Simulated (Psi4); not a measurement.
# C$_{5}$H$_{10}$O (charge +1): energy and gradient calculation (part 1 of 2)

System: C$_{5}$H$_{10}$O (tetrahydropyran), charge +1, multiplicity 2.
Method: wB97X/6-31G*, UKS (Psi4 1.11).

The geometry is that of the parent species in another charge or spin state. The geometry comes from this level: PBE0-D4/def2-TZVP.

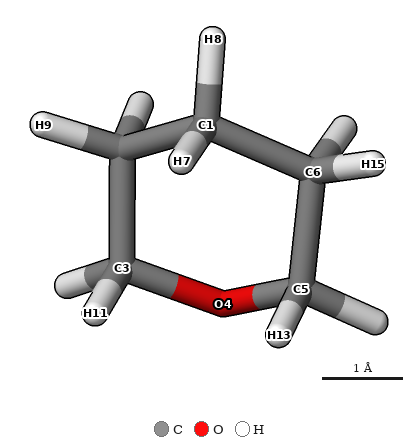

Fig. 1: The input geometry (stick view, seen at a tilt; atoms are numbered from 1 in the order of the input). Bond lengths as drawn: C–C 1.52 Å, C–H 1.09 to 1.10 Å and C–O 1.41 Å.

The input (job.py)
```python
import psi4

psi4.set_memory(2200000000)
psi4.set_num_threads(1)
psi4.set_output_file('c5h10o.out', False)

with open('c5h10o.xyz') as f:
    atoms = ''.join(f.readlines()[2:])
mol = psi4.geometry('1 2\n' + atoms + 'symmetry c1')

psi4.set_options({
    'reference': 'uks',
    'puream': True,
    'e_convergence': 1e-09,
    'd_convergence': 1e-08,
    'scf_type': 'pk',
    'dft_radial_points': 99,
    'dft_spherical_points': 590,
    'maxiter': 100,
})

e, wfn = psi4.gradient("wb97x/6-31G*", return_wfn=True)
psi4.oeprop(wfn, "MULLIKEN_CHARGES", "QUADRUPOLE", "DIPOLE")
print('gradient / Eh bohr^-1')
print(e.np.round(6))
print(f'energy = {wfn.energy():.10f} Eh')
for k, v in sorted(psi4.core.scalar_variables().items()):
    print(f'{k:45s} {v:18.10f}')
```

File c5h10o.xyz
```
16
C5H10O
C     -0.135890     0.977550     0.755900
C     -1.307710     0.402510    -0.028210
C     -1.037740    -1.048650    -0.381040
O      0.169440    -1.202150    -1.092230
C      1.278580    -0.752330    -0.347840
C      1.164570     0.718780     0.007220
H     -0.088090     0.493660     1.739630
H     -0.275260     2.046560     0.938130
H     -2.238200     0.474570     0.543310
H     -1.449450     0.969920    -0.954400
H     -1.003230    -1.654520     0.540250
H     -1.823930    -1.456200    -1.019980
H      1.371700    -1.350700     0.574290
H      2.159730    -0.946580    -0.962880
H      2.030470     1.020640     0.604490
H      1.185000     1.306940    -0.916650
```

Run on 1 thread of Intel Xeon @ 2.50GHz (Skylake/Cascade Lake), 12 GiB of memory available, shared host.

Launched with:
```bash
python job.py
```

The program's output
```
Psi4 1.11 release

gradient() will perform analytic gradient computation.

   => Loading Basis Set <=

    Name: 6-31G*
    Role: ORBITAL
    Keyword: BASIS

         ---------------------------------------------------------
                                   SCF
                              UKS Reference
                        1 Threads,   2098 MiB Core
         ---------------------------------------------------------

  ==> Geometry <==

    Molecular point group: c1
    Full point group: C1

    Geometry (in Angstrom), charge = 1, multiplicity = 2:

       Center              X                  Y                   Z               Mass
    ------------   -----------------  -----------------  -----------------  -----------------
         C           -0.160515691652     1.148829870114     0.945309511480    12.000000000000
         C           -1.332335691652     0.573789870114     0.161199511480    12.000000000000
         C           -1.062365691652    -0.877370129886    -0.191630488520    12.000000000000
         O            0.144814308348    -1.030870129886    -0.902820488520    15.994914619570
         C            1.253954308348    -0.581050129886    -0.158430488520    12.000000000000
         C            1.139944308348     0.890059870114     0.196629511480    12.000000000000
         H           -0.112715691652     0.664939870114     1.929039511480     1.007825032230
         H           -0.299885691652     2.217839870114     1.127539511480     1.007825032230
         H           -2.262825691652     0.645849870114     0.732719511480     1.007825032230
         H           -1.474075691652     1.141199870114    -0.764990488520     1.007825032230
         H           -1.027855691652    -1.483240129886     0.729659511480     1.007825032230
         H           -1.848555691652    -1.284920129886    -0.830570488520     1.007825032230
         H            1.347074308348    -1.179420129886     0.763699511480     1.007825032230
         H            2.135104308348    -0.775300129886    -0.773470488520     1.007825032230
         H            2.005844308348     1.191919870114     0.793899511480     1.007825032230
         H            1.160374308348     1.478219870114    -0.727240488520     1.007825032230

  Running in c1 symmetry.

  Rotational constants: A =      0.15786  B =      0.15172  C =      0.08773 [cm^-1]
  Rotational constants: A =   4732.42233  B =   4548.58999  C =   2630.20034 [MHz]
  Nuclear repulsion =  261.391276086699577

  Charge       = 1
  Multiplicity = 2
  Electrons    = 47
  Nalpha       = 24
  Nbeta        = 23

  ==> Algorithm <==

  SCF Algorithm Type is PK.
  DIIS enabled.
  MOM disabled.
  Fractional occupation disabled.
  Guess Type is SAD.
  Energy threshold   = 1.00e-09
  Density threshold  = 1.00e-08
  Integral threshold = 1.00e-12

  ==> Primary Basis <==

  Basis Set: 6-31G*
    Blend: 6-31G*
    Number of shells: 56
    Number of basis functions: 104
    Number of Cartesian functions: 110
    Spherical Harmonics?: true
    Max angular momentum: 2

  ==> DFT Potential <==

   => LibXC <=

    Version 7.1.2

   => Composite Functional: WB97X <=

    wB97X Hyb-GGA Exchange-Correlation Functional

    Deriv               =              1
    GGA                 =           TRUE
    Meta                =          FALSE

    Exchange Hybrid     =           TRUE
    MP2 Hybrid          =          FALSE

   => Exchange-Correlation Functionals <=

    1.0000   wB97X range-separated functional

   => Exact (HF) Exchange <=

    0.8423            HF,LR [omega = 0.3000]
    0.1577               HF

   => LibXC Density Thresholds  <==

    XC_HYB_GGA_XC_WB97X:  1.00E-14

   => Molecular Quadrature <=

    Radial Scheme          =       TREUTLER
    Pruning Scheme         =           NONE
    Nuclear Scheme         =       TREUTLER

    Blocking Scheme        =         OCTREE
    BS radius alpha        =              1
    Pruning alpha          =              1
    Radial Points          =             99
    Spherical Points       =            590
    Total Points           =         858667
    Total Blocks           =           5870
    Max Points             =            256
    Max Functions          =            104
    Weights Tolerance      =       1.00E-15

  ==> Integral Setup <==

  Using in-core PK algorithm.
   Calculation information:
      Number of atoms:                  16
      Number of AO shells:              56
      Number of primitives:            130
      Number of atomic orbitals:       110
      Number of basis functions:       104

      Integral cutoff                 1.00e-12
      Number of threads:                 1

  Performing in-core PK
  Using 44725590 doubles for integral storage.
  We computed 1223943 shell quartets total.
  Whereas there are 1274406 unique shell quartets.

  Computing range-separated integrals for PK
  We computed 1223943 wK shell quartets total.
  Whereas there are 1274406 wK unique shell quartets.

  ==> DiskJK: Disk-Based J/K Matrices <==

    J tasked:                  Yes
    K tasked:                  Yes
    wK tasked:                 Yes
    Omega:               3.000E-01
    Memory [MiB]:              892
    Schwarz Cutoff:          1E-12

  Cached 25.0% of DFT collocation blocks in 0.548 [GiB].

  Minimum eigenvalue in the overlap matrix is 4.5576279513E-03.
  Reciprocal condition number of the overlap matrix is 7.7088689072E-04.
    Using symmetric orthogonalization.

  ==> Pre-Iterations <==

  SCF Guess: Superposition of Atomic Densities via on-the-fly atomic UHF (no occupation information).

   -------------------------
    Irrep   Nso     Nmo
   -------------------------
     A        104     104
   -------------------------
    Total     104     104
   -------------------------

  ==> Iterations <==

                        Total Energy        Delta E     RMS |[F,P]|

   @UKS iter SAD:  -271.12746240521847   -2.71127e+02   0.00000e+00
   @UKS iter   1:  -271.25250451722809   -1.25042e-01   4.01579e-03 DIIS/ADIIS
   @UKS iter   2:  -271.31736619228559   -6.48617e-02   2.60594e-03 DIIS/ADIIS
   @UKS iter   3:  -271.35263951620891   -3.52733e-02   8.03628e-04 DIIS/ADIIS
   @UKS iter   4:  -271.35582615905037   -3.18664e-03   3.02189e-04 DIIS/ADIIS
   @UKS iter   5:  -271.35695648916175   -1.13033e-03   1.55574e-04 DIIS/ADIIS
   @UKS iter   6:  -271.35752586888890   -5.69380e-04   7.96715e-05 DIIS
   @UKS iter   7:  -271.35800197591720   -4.76107e-04   3.03248e-05 DIIS
   @UKS iter   8:  -271.35806327829260   -6.13024e-05   2.16919e-05 DIIS
   @UKS iter   9:  -271.35809240628316   -2.91280e-05   1.44520e-05 DIIS
   @UKS iter  10:  -271.35811218530989   -1.97790e-05   8.08888e-06 DIIS
   @UKS iter  11:  -271.35811851961586   -6.33431e-06   2.72782e-06 DIIS
   @UKS iter  12:  -271.35811901551159   -4.95896e-07   1.15255e-06 DIIS
   @UKS iter  13:  -271.35811907009838   -5.45868e-08   4.45578e-07 DIIS
   @UKS iter  14:  -271.35811907948460   -9.38621e-09   1.55792e-07 DIIS
   @UKS iter  15:  -271.35811908082877   -1.34418e-09   1.10614e-07 DIIS
   @UKS iter  16:  -271.35811908118188   -3.53111e-10   3.40477e-08 DIIS
   @UKS iter  17:  -271.35811908123810   -5.62181e-11   1.36169e-08 DIIS
   @UKS iter  18:  -271.35811908124526   -7.16227e-12   5.03458e-09 DIIS
  Energy and wave function converged.

  ==> Post-Iterations <==

   Electrons on quadrature grid:
      Nalpha   =   24.0000034174 ; deviation = 3.417e-06
      Nbeta    =   23.0000030919 ; deviation = 3.092e-06
      Ntotal   =   47.0000065093 ; deviation = 6.509e-06

   @Spin Contamination Metric:   4.815280240E-03
   @S^2 Expected:                7.500000000E-01
   @S^2 Observed:                7.548152802E-01
   @S   Expected:                5.000000000E-01
   @S   Observed:                5.000000000E-01

    Orbital Energies [Eh]
    ---------------------

    Alpha Occupied:

       1A    -19.575028     2A    -10.542263     3A    -10.542232
       4A    -10.472058     5A    -10.472020     6A    -10.450904
       7A     -1.489604     8A     -1.150409     9A     -1.137060
      10A     -0.993152    11A     -0.993109    12A     -0.913912
      13A     -0.864257    14A     -0.836467    15A     -0.815288
      16A     -0.765544    17A     -0.753395    18A     -0.733917
      19A     -0.718057    20A     -0.677866    21A     -0.668967
      22A     -0.630380    23A     -0.623545    24A     -0.622216

    Alpha Virtual:

      25A     -0.018840    26A      0.012833    27A      0.019698
      28A      0.045310    29A      0.056851    30A      0.066053
      31A      0.079226    32A      0.081002    33A      0.089241
      34A      0.095949    35A      0.116522    36A      0.134993
      37A      0.141182    38A      0.144570    39A      0.162661
      40A      0.184967    41A      0.408373    42A      0.411659
      43A      0.438166    44A      0.442606    45A      0.450617
      46A      0.467202    47A      0.481111    48A      0.548340
      49A      0.553292    50A      0.588207    51A      0.617125
      52A      0.653266    53A      0.713216    54A      0.729349
      55A      0.760310    56A      0.763654    57A      0.768336
      58A      0.781333    59A      0.806274    60A      0.813572
      61A      0.837231    62A      0.869867    63A      0.889677
      64A      0.895810    65A      0.905240    66A      0.914518
      67A      0.973083    68A      1.033233    69A      1.194582
      70A      1.196001    71A      1.246302    72A      1.279051
      73A      1.320545    74A      1.406790    75A      1.479712
      76A      1.492259    77A      1.574093    78A      1.621069
      79A      1.646808    80A      1.687302    81A      1.800159
      82A      1.808053    83A      1.842527    84A      1.869211
      85A      1.883086    86A      1.922658    87A      1.931494
      88A      1.997302    89A      1.999711    90A      2.043325
      91A      2.122465    92A      2.181246    93A      2.265259
      94A      2.269081    95A      2.295693    96A      2.308999
      97A      2.325112    98A      2.373631    99A      2.531700
     100A      2.569956   101A      2.578096   102A      2.634231
     103A      2.662026   104A      2.784937

    Beta Occupied:

       1A    -19.561431     2A    -10.541981     3A    -10.541944
       4A    -10.470837     5A    -10.470790     6A    -10.450880
       7A     -1.451598     8A     -1.142115     9A     -1.129032
      10A     -0.984855    11A     -0.980904    12A     -0.896309
      13A     -0.847285    14A     -0.825389    15A     -0.774317
      16A     -0.760044    17A     -0.746619    18A     -0.712561
      19A     -0.700945    20A     -0.659941    21A     -0.637478
      22A     -0.627991    23A     -0.620003

    Beta Virtual:
```
